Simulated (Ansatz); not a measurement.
# SiF+ (triplet): correlated methods under varied settings

Aim: run SiF+ (triplet) at one geometry under a spread of methods and options, and see what each costs and gives.

Method: the settings change from run to run; program: Ansatz 0.2.0, Gaussian basis.

12 further runs of the same task are left out: 4 for a known fault of the program, 3 that didn't finish, 5 set aside as unsound or not needed.

## 1. What is computed

The geometry is a PBE0/def2-TZVP stationary point (not a proven minimum) of the parent state, kept for this charge and spin.

2 atoms, charge 1, spin multiplicity 3.

Atoms are counted from 1 here; the program's logs count them from 0.

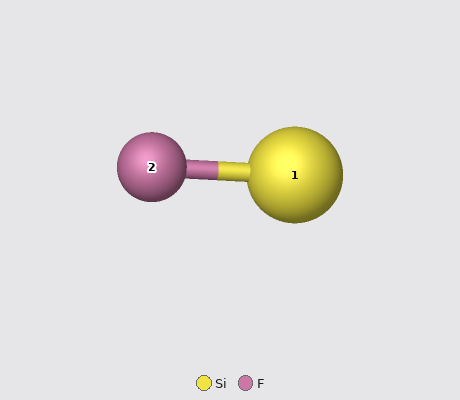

The structure; silicon yellow, fluorine pink; atoms are numbered from 1 in the order of the file.

## 2. MRCISD+Q(2,3)/cc-pVDZ

Input file in.yaml:

```yaml
crystal:
  periodic: [false, false, false]
  atoms:
    - {symbol: Si, position_ang: [0.000000, 0.000000, 0.000000]}
    - {symbol: F, position_ang: [0.000000, 0.000000, 1.536400]}
basis:
  gaussian: {orbitals: cc-pVDZ}
total_charge: 1
magnetization: {spin_polarized: false, initial_magnetization: 2}
correlation: {method: fic_mrcisd_q, electrons: outside_noble_gas, active_space: {window: {electrons: 2, orbitals: 3}}}
```

Started as:

```sh
> ansatz run in.yaml --threads 1 --pin off --events-out ev --progress --plain --max-ram 2393MiB
```

Output, shortened:

```text
Functional definition: HF
  name "HF"
  cite "Fock, Z. Phys. 61, 126 (1930) doi:10.1007/BF01340294"
  parent pbe
[...]
314 factors; integrals over basis functions are off by at most 8.0e-4 eV
[...]
mean field -10556.81562653 eV, -387.9558186084 hartree, gradient 8.7e-6 eV, S^2 2.000000; 8 other end points of the search recorded, 0 dependent functions left out
reference -10556.81562653 eV, -387.9558186084 hartree; 12, 10 occupied and 20, 22 virtual orbitals, 314 factors
state -10556.81562653 eV, -387.9558186084 hartree
contracted CI cycle   1: correlation 0.00000000 eV, 0.0000000000 hartree, residual 2.99e1 eV
contracted CI cycle   2: correlation -5.72835408 eV, -0.2105131295 hartree, residual 3.87e0 eV
contracted CI cycle   3: correlation -5.91041251 eV, -0.2172036536 hartree, residual 1.42e0 eV
contracted CI cycle   4: correlation -5.93613072 eV, -0.2181487805 hartree, residual 4.41e-1 eV
contracted CI cycle   5: correlation -5.93911220 eV, -0.2182583478 hartree, residual 1.53e-1 eV
contracted CI cycle   6: correlation -5.93942006 eV, -0.2182696613 hartree, residual 4.68e-2 eV
contracted CI cycle   7: correlation -5.93945469 eV, -0.2182709340 hartree, residual 1.79e-2 eV
contracted CI cycle   8: correlation -5.93945958 eV, -0.2182711136 hartree, residual 5.76e-3 eV
contracted CI cycle   9: correlation -5.93946016 eV, -0.2182711348 hartree, residual 2.25e-3 eV
contracted CI cycle  10: correlation -5.93946022 eV, -0.2182711372 hartree, residual 5.87e-4 eV
state -10556.81562653 eV, -387.9558186084 hartree; corrected -10563.11056300 eV, -388.1871532567 hartree
WARN: 1 active orbitals are nearly empty or full. The corrections depend on them more than the energy does, and are more stable in an active space without them
Total energy: -10563.11056300 eV, -388.1871532567 hartree
```

Run time: 1.5 s. Hardware: 1 thread of Arm Neoverse V1, shared host.

From the report: 2 determinants; active occupations 1.00, 1.00, 0.00. The report marks this result as in doubt.

## 3. BCCD on UHF/cc-pVDZ

Input file in.yaml:

```yaml
crystal:
  periodic: [false, false, false]
  atoms:
    - {symbol: Si, position_ang: [0.000000, 0.000000, 0.000000]}
    - {symbol: F, position_ang: [0.000000, 0.000000, 1.536400]}
basis:
  gaussian: {orbitals: cc-pVDZ, point_charges: [{charge: -1.00, position_ang: [3.102, 0.722, 0.109]}]}
total_charge: 1
magnetization: {spin_polarized: true, initial_magnetization: 2}
correlation: {method: bccd, electrons: outside_noble_gas}
output: {forces: true}
```

Launched as before.

Output, shortened:

```text
Functional definition: HF
  name "HF"
  cite "Fock, Z. Phys. 61, 126 (1930) doi:10.1007/BF01340294"
  parent pbe
[...]
314 factors; integrals over basis functions are off by at most 8.0e-4 eV
[...]
mean field -10561.84955027 eV, -388.1408118935 hartree, gradient 4.1e-6 eV, S^2 2.002715; 5 other end points of the search recorded, 0 dependent functions left out
determinant -10561.84955027 eV, -388.1408118935 hartree, with singles and doubles -10567.98648672 eV, -388.3663401483 hartree
determinant -10561.34877606 eV, -388.1224087809 hartree, with singles and doubles -10567.49700884 eV, -388.3483521682 hartree
determinant -10561.84955027 eV, -388.1408118935 hartree, with singles and doubles -10567.98791392 eV, -388.3663925972 hartree
determinant -10561.34877606 eV, -388.1224087809 hartree, with singles and doubles -10567.49846213 eV, -388.3484055754 hartree
6 core orbitals not correlated: weight in the atoms' cores, before any rotation towards them, 1.000 or more for the frozen orbitals, at most 0.000 for the correlated occupied ones
reference -10561.84955027 eV, -388.1408118935 hartree; 6, 4 occupied and 20, 22 virtual orbitals, 314 factors
second order -6.00288693 eV of doubles, -0.00000000 eV of singles
cycle   1  -6.10726628 eV  change    3.1e-2 eV  update   1.4e-2
[...]
cycle  13  -6.10880220 eV  change    4.9e-8 eV  update   1.1e-7
[...]
Total energy: -10567.95835247 eV, -388.3653062337 hartree
Atom 0 at     0.000000     0.000000     0.000000 Å, force     2.047321     0.476520    -3.494045 eV/Å
Atom 1 at     0.000000     0.000000     1.536400 Å, force    -0.227795    -0.053020     3.670806 eV/Å
Dipole moment:     0.180469     0.042005    -0.869372 e Å
```

Run time: 2.4 s. Hardware: 1 thread of Arm Neoverse V1, shared host.

From the report: ⟨S²⟩ of the determinant 2.003 (pure triplet: 2.00); correlation -6.1088 eV; largest double amplitude 0.03.

## 4. CCSD(T) on UHF/cc-pVDZ

Input file in.yaml:

```yaml
crystal:
  periodic: [false, false, false]
  atoms:
    - {symbol: Si, position_ang: [0.000000, 0.000000, 0.000000]}
    - {symbol: F, position_ang: [0.000000, 0.000000, 1.536400]}
basis:
  gaussian: {orbitals: cc-pVDZ}
total_charge: 1
magnetization: {spin_polarized: true, initial_magnetization: 2}
correlation: {method: ccsd_t, electrons: valence}
```

Same command.

Output, shortened:

```text
Functional definition: HF
  name "HF"
  cite "Fock, Z. Phys. 61, 126 (1930) doi:10.1007/BF01340294"
  parent pbe
[...]
314 factors; integrals over basis functions are off by at most 8.0e-4 eV
[...]
mean field -10556.84715073 eV, -387.9569771012 hartree, gradient 4.2e-6 eV, S^2 2.003109; 8 other end points of the search recorded, 0 dependent functions left out
determinant -10556.84715073 eV, -387.9569771012 hartree, with singles and doubles -10563.03132427 eV, -388.1842412872 hartree
determinant -10553.05173443 eV, -387.8174981249 hartree, with singles and doubles -10558.79445976 eV, -388.0285393883 hartree
determinant -10552.79078874 eV, -387.8079085478 hartree, with singles and doubles -10558.54931028 eV, -388.0195303109 hartree
6 core orbitals not correlated: weight in the atoms' cores, before any rotation towards them, 1.000 or more for the frozen orbitals, at most 0.000 for the correlated occupied ones
reference -10556.84715073 eV, -387.9569771012 hartree; 6, 4 occupied and 20, 22 virtual orbitals, 314 factors
second order -6.04942708 eV of doubles, -0.00000000 eV of singles
cycle   1  -6.18518225 eV  change   -1.0e-3 eV  update   8.6e-4
[...]
cycle   6  -6.18571243 eV  change   -1.2e-5 eV  update   8.3e-6
perturbative correction -0.13955706 eV, -0.0051286274 hartree
Total energy: -10563.17242021 eV, -388.1894264673 hartree
```

Wall time 1.4 s (1 thread of Arm Neoverse V1, shared host).

From the report: ⟨S²⟩ of the determinant 2.003 (pure triplet: 2.00); correlation -6.3253 eV; T1 0.023; largest double amplitude 0.03.

## 5. MRCISD+Q(4,3)/cc-pVDZ

Input file in.yaml:

```yaml
crystal:
  periodic: [false, false, false]
  atoms:
    - {symbol: Si, position_ang: [0.000000, 0.000000, 0.000000]}
    - {symbol: F, position_ang: [0.000000, 0.000000, 1.536400]}
basis:
  gaussian: {orbitals: cc-pVDZ, fitting: {mean_field: def2-universal-jkfit}}
total_charge: 1
magnetization: {spin_polarized: false, initial_magnetization: 2}
correlation: {method: fic_mrcisd_q, electrons: outside_noble_gas, active_space: {window: {electrons: 4, orbitals: 3}}}
```

Same command.

Output, shortened:

```text
Functional definition: HF
  name "HF"
  cite "Fock, Z. Phys. 61, 126 (1930) doi:10.1007/BF01340294"
  parent pbe
[...]
205 factors; integrals over basis functions are off by at most 1.9e-1 eV
[...]
mean field -10556.81486341 eV, -387.9557905640 hartree, gradient 6.1e-7 eV, S^2 2.000000; 8 other end points of the search recorded, 0 dependent functions left out
reference -10556.81486341 eV, -387.9557905640 hartree; 12, 10 occupied and 20, 22 virtual orbitals, 205 factors
state -10556.81486341 eV, -387.9557905640 hartree
contracted CI cycle   1: correlation 0.00000000 eV, 0.0000000000 hartree, residual 2.99e1 eV
contracted CI cycle   2: correlation -5.69404448 eV, -0.2092522749 hartree, residual 4.12e0 eV
contracted CI cycle   3: correlation -5.90254375 eV, -0.2169144818 hartree, residual 1.60e0 eV
contracted CI cycle   4: correlation -5.93596621 eV, -0.2181427348 hartree, residual 5.38e-1 eV
contracted CI cycle   5: correlation -5.93997597 eV, -0.2182900906 hartree, residual 1.87e-1 eV
contracted CI cycle   6: correlation -5.94042160 eV, -0.2183064671 hartree, residual 6.32e-2 eV
contracted CI cycle   7: correlation -5.94048084 eV, -0.2183086444 hartree, residual 2.15e-2 eV
contracted CI cycle   8: correlation -5.94048699 eV, -0.2183088704 hartree, residual 6.14e-3 eV
contracted CI cycle   9: correlation -5.94048765 eV, -0.2183088945 hartree, residual 2.75e-3 eV
contracted CI cycle  10: correlation -5.94048776 eV, -0.2183088984 hartree, residual 7.93e-4 eV
state -10556.81486341 eV, -387.9557905640 hartree; corrected -10563.11089594 eV, -388.1871654920 hartree
WARN: 1 active orbitals are nearly empty or full. The corrections depend on them more than the energy does, and are more stable in an active space without them
Total energy: -10563.11089594 eV, -388.1871654920 hartree
```

Wall time 1.2 s (1 thread of Arm Neoverse V1, shared host).

From the report: 2 determinants; active occupations 2.00, 1.00, 1.00. The report marks this result as in doubt.

## 6. CCSD on UHF/6-31G*

Input file in.yaml:

```yaml
crystal:
  periodic: [false, false, false]
  atoms:
    - {symbol: Si, position_ang: [0.000000, 0.000000, 0.000000]}
    - {symbol: F, position_ang: [0.000000, 0.000000, 1.536400]}
basis:
  gaussian: {orbitals: "6-31G*", fitting: {mean_field: def2-universal-jkfit}}
total_charge: 1
magnetization: {spin_polarized: true, initial_magnetization: 2}
correlation: {method: ccsd, electrons: outside_noble_gas, diis_vectors: 1}
scf: {lower_state_search: off}
```

Same command.

Output, shortened:

```text
Functional definition: HF
  name "HF"
  cite "Fock, Z. Phys. 61, 126 (1930) doi:10.1007/BF01340294"
  parent pbe
[...]
205 factors; integrals over basis functions are off by at most 3.9e-2 eV
[...]
mean field -10556.61709814 eV, -387.9485228245 hartree, gradient 6.0e-7 eV, S^2 2.002858; 0 other end points of the search recorded, 0 dependent functions left out
6 core orbitals not correlated: weight in the atoms' cores, before any rotation towards them, 1.000 or more for the frozen orbitals, at most 0.000 for the correlated occupied ones
reference -10556.61709814 eV, -387.9485228245 hartree; 6, 4 occupied and 22, 24 virtual orbitals, 205 factors
second order -5.55655304 eV of doubles, -0.00000000 eV of singles
cycle   1  -5.44956908 eV  change    1.1e-1 eV  update   8.0e-2
[...]
cycle  15  -5.67813239 eV  change    7.3e-6 eV  update   7.2e-6
Total energy: -10562.29523053 eV, -388.1571903411 hartree
Checks for a lower state left out: stability, starts, cluster_reference, orbital_swaps, neighbouring_geometries, increment
```

Run time: 0.3 s. Hardware: 1 thread of Arm Neoverse V1, shared host.

From the report: ⟨S²⟩ of the determinant 2.003 (pure triplet: 2.00); correlation -5.6781 eV; T1 0.023; largest double amplitude 0.03.

## 7. CCSD(T) on ROHF/6-31G

Input file in.yaml:

```yaml
crystal:
  periodic: [false, false, false]
  atoms:
    - {symbol: Si, position_ang: [0.000000, 0.000000, 0.000000]}
    - {symbol: F, position_ang: [0.000000, 0.000000, 1.536400]}
basis:
  gaussian: {orbitals: 6-31G}
total_charge: 1
magnetization: {spin_polarized: false, initial_magnetization: 2}
correlation: {method: ccsd_t, electrons: valence}
```

The command is unchanged.

Output, shortened:

```text
Functional definition: HF
  name "HF"
  cite "Fock, Z. Phys. 61, 126 (1930) doi:10.1007/BF01340294"
  parent pbe
[...]
215 factors; integrals over basis functions are off by at most 1.7e-4 eV
[...]
mean field -10554.59783630 eV, -387.8743163206 hartree, gradient 1.7e-6 eV, S^2 2.000000; 8 other end points of the search recorded, 0 dependent functions left out
[...]
determinant -10554.59783630 eV, -387.8743163206 hartree, with singles and doubles -10558.58029920 eV, -388.0206691330 hartree
determinant -10551.26849014 eV, -387.7519651061 hartree, with singles and doubles -10554.46356987 eV, -387.8693821203 hartree
determinant -10551.05031365 eV, -387.7439472678 hartree, with singles and doubles -10554.25806034 eV, -387.8618297843 hartree
6 core orbitals not correlated: weight in the atoms' cores, before any rotation towards them, 1.000 or more for the frozen orbitals, at most 0.000 for the correlated occupied ones
reference -10554.59783630 eV, -387.8743163206 hartree; 6, 4 occupied and 10, 12 virtual orbitals, 215 factors
second order -3.93936481 eV of doubles, -0.01689297 eV of singles
cycle   1  -3.98301821 eV  change   -5.6e-4 eV  update   6.2e-4
[...]
cycle   7  -3.98337079 eV  change    4.3e-7 eV  update   3.0e-6
perturbative correction -0.08664633 eV, -0.0031841937 hartree
Total energy: -10558.66785341 eV, -388.0238866908 hartree
```

Run time: 0.87 s. Hardware: 1 thread of Arm Neoverse V1, shared host.

From the report: correlation -4.0700 eV; T1 0.027; largest double amplitude 0.04.

## 8. CCSD(T) on UHF/cc-pVDZ

Input file in.yaml:

```yaml
crystal:
  periodic: [false, false, false]
  atoms:
    - {symbol: Si, position_ang: [0.000000, 0.000000, 0.000000]}
    - {symbol: F, position_ang: [0.000000, 0.000000, 1.536400]}
basis:
  gaussian: {orbitals: cc-pVDZ}
total_charge: 1
magnetization: {spin_polarized: true, initial_magnetization: 2}
correlation: {method: ccsd_t, electrons: all}
scf: {omitted_lower_state_checks: [cluster_reference]}
output: {forces: true}
```

The command is unchanged.

Output, shortened:

```text
Functional definition: HF
  name "HF"
  cite "Fock, Z. Phys. 61, 126 (1930) doi:10.1007/BF01340294"
  parent pbe
[...]
314 factors; integrals over basis functions are off by at most 8.0e-4 eV
[...]
mean field -10556.84715073 eV, -387.9569771012 hartree, gradient 4.2e-6 eV, S^2 2.003109; 8 other end points of the search recorded, 0 dependent functions left out
reference -10556.84715073 eV, -387.9569771012 hartree; 12, 10 occupied and 20, 22 virtual orbitals, 314 factors
second order -6.26132545 eV of doubles, -0.00000000 eV of singles
cycle   1  -6.14655589 eV  change    1.1e-1 eV  update   8.0e-2
[...]
cycle  12  -6.38988911 eV  change   -2.1e-6 eV  update   2.2e-6
perturbative correction -0.14373725 eV, -0.0052822467 hartree
[...]
Total energy: -10563.38077709 eV, -388.1970834413 hartree
Atom 0 at     0.000000     0.000000     0.000000 Å, force     0.000000    -0.000000    -3.857745 eV/Å
Atom 1 at     0.000000     0.000000     1.536400 Å, force    -0.000000    -0.000000     3.857745 eV/Å
Dipole moment:    -0.000000     0.000000    -0.820320 e Å
Checks for a lower state left out: cluster_reference
```

Run time: 4.1 s. Hardware: 1 thread of Arm Neoverse V1, shared host.

From the report: ⟨S²⟩ of the determinant 2.003 (pure triplet: 2.00); correlation -6.5336 eV; T1 0.015; largest double amplitude 0.03.

## 9. CISDT/6-31G

Input file in.yaml:

```yaml
crystal:
  periodic: [false, false, false]
  atoms:
    - {symbol: Si, position_ang: [0.000000, 0.000000, 0.000000]}
    - {symbol: F, position_ang: [0.000000, 0.000000, 1.536400]}
basis:
  gaussian: {orbitals: 6-31G}
total_charge: 1
magnetization: {spin_polarized: false, initial_magnetization: 2}
correlation: {active_space: {ras: {orbitals: [4, 2, 10], electrons: 10, max_holes: 3, max_particles: 3}, fixed_orbitals: true}}
```

Launched as before.

Output:

```text
Functional definition: HF
  name "HF"
  cite "Fock, Z. Phys. 61, 126 (1930) doi:10.1007/BF01340294"
  parent pbe
  exchange = exact_x
  correlation = 0
215 factors; integrals over basis functions are off by at most 1.7e-4 eV
mean field evaluation 1: about -10547.2210 eV, gradient 6.1e1 eV
mean field evaluation 2: about -10547.3651 eV, gradient 6.1e1 eV
mean field evaluation 4: about -10554.2620 eV, gradient 8.2e0 eV
mean field evaluation 8: about -10554.5971 eV, gradient 3.4e-1 eV
mean field evaluation 16: about -10554.5978 eV, gradient 1.1e-6 eV
mean field evaluation 32: about -10551.1784 eV, gradient 3.5e0 eV
mean field evaluation 64: about -10551.0871 eV, gradient 2.8e-1 eV
mean field evaluation 96: about -10547.3647 eV, gradient 6.1e1 eV
mean field -10554.59783630 eV, -387.8743163206 hartree, gradient 1.7e-6 eV, S^2 2.000000; 8 other end points of the search recorded, 0 dependent functions left out
reference -10554.59783630 eV, -387.8743163206 hartree; 12, 10 occupied and 10, 12 virtual orbitals, 215 factors
state -10558.51390983 eV, -388.0182293686 hartree
Total energy: -10558.51390983 eV, -388.0182293686 hartree
```

Run time: 2 s. Hardware: 1 thread of Arm Neoverse V1, shared host.

From the report: 49,440 determinants.

## 10. BCCD/cc-pVDZ

Input file in.yaml:

```yaml
crystal:
  periodic: [false, false, false]
  atoms:
    - {symbol: Si, position_ang: [0.000000, 0.000000, 0.000000]}
    - {symbol: F, position_ang: [0.000000, 0.000000, 1.536400]}
basis:
  gaussian: {orbitals: cc-pVDZ}
total_charge: 1
magnetization: {spin_polarized: false, initial_magnetization: 2}
hamiltonian: {xc: {name: PBE0}}
correlation: {method: bccd, electrons: outside_noble_gas}
output: {forces: true}
```

The command is unchanged.

Output, shortened:

```text
Functional definition: PBE0
  name "PBE0"
  cite "Adamo & Barone, J. Chem. Phys. 110, 6158 (1999) doi:10.1063/1.478522"
  cite "Perdew, Burke & Ernzerhof, Phys. Rev. Lett. 77, 3865 (1996) doi:10.1103/PhysRevLett.77.3865"
  parent pbe
[...]
314 factors; integrals over basis functions are off by at most 8.0e-4 eV
[...]
mean field -10575.43206305 eV, -388.6399600317 hartree, gradient 1.1e-6 eV, S^2 2.000000; 0 other end points of the search recorded, 0 dependent functions left out
[...]
6 core orbitals not correlated: weight in the atoms' cores, before any rotation towards them, 1.000 or more for the frozen orbitals, at most 0.000 for the correlated occupied ones
reference -10556.43840802 eV, -387.9419560837 hartree; 6, 4 occupied and 20, 22 virtual orbitals, 314 factors
second order -6.47111098 eV of doubles, -0.28748601 eV of singles
cycle   1  -6.22333225 eV  change    5.2e-1 eV  update   1.0e-1
[...]
cycle  13  -6.51938244 eV  change    1.7e-6 eV  update   8.5e-7
[...]
Total energy: -10562.95779046 eV, -388.1815389693 hartree
Atom 0 at     0.000000     0.000000     0.000000 Å, force     0.000000    -0.000000    -3.602457 eV/Å
Atom 1 at     0.000000     0.000000     1.536400 Å, force    -0.000000     0.000000     3.602457 eV/Å
Dipole moment:    -0.000000     0.000000    -0.848496 e Å
```

Run time: 2.8 s. Hardware: 1 thread of Arm Neoverse V1, shared host.

From the report: correlation -6.5194 eV; largest double amplitude 0.03.

## 11. The runs in one table

Where basis and cores are those of an earlier UCCSDT(Q)/cc-pVDZ run (-10563.2031 eV), and the state is the same kind, the miss against it is given. † marks a result that the program doubts.

| level | correlated | functions | energy (eV) | from UCCSDT(Q) (meV) | time |
| --- | --- | --- | --- | --- | --- |
| MRCISD+Q(2,3)/cc-pVDZ † | outside noble gas | 32 | -10563.1106 | 92.6 | 1.5 s |
| BCCD on UHF/cc-pVDZ (beside a point charge) | outside noble gas | 32 | -10567.9584 |  | 2.4 s |
| CCSD(T) on UHF/cc-pVDZ | valence | 32 | -10563.1724 | 30.7 | 1.4 s |
| MRCISD+Q(4,3)/cc-pVDZ † | outside noble gas | 32 | -10563.1109 | 92.2 | 1.2 s |
| CCSD on UHF/6-31G* | outside noble gas | 34 | -10562.2952 |  | 0.3 s |
| CCSD(T) on ROHF/6-31G | valence | 22 | -10558.6679 |  | 0.87 s |
| CCSD(T) on UHF/cc-pVDZ | all | 32 | -10563.3808 |  | 4.1 s |
| CISDT/6-31G | valence | 22 | -10558.5139 |  | 2 s |
| BCCD/cc-pVDZ (on PBE0 orbitals) | outside noble gas | 32 | -10562.9578 | 245.3 | 2.8 s |

## 12. What came out

| quantity | value |
| --- | --- |
| runs | 9 |
| quickest | CCSD on UHF/6-31G*, 0.3 s |
| slowest | CCSD(T) on UHF/cc-pVDZ, 4.1 s |

What this shows: Total energies in different bases, with other cores or another treatment of relativity can't be set against each other. CCSD(T) on UHF/cc-pVDZ took 14 times as long as CCSD on UHF/6-31G*; the jobs differ in more than the method. Among the correlated runs with a miss given, it spans +31 to +245 meV. Cores frozen from Kohn-Sham orbitals shift the total energy.
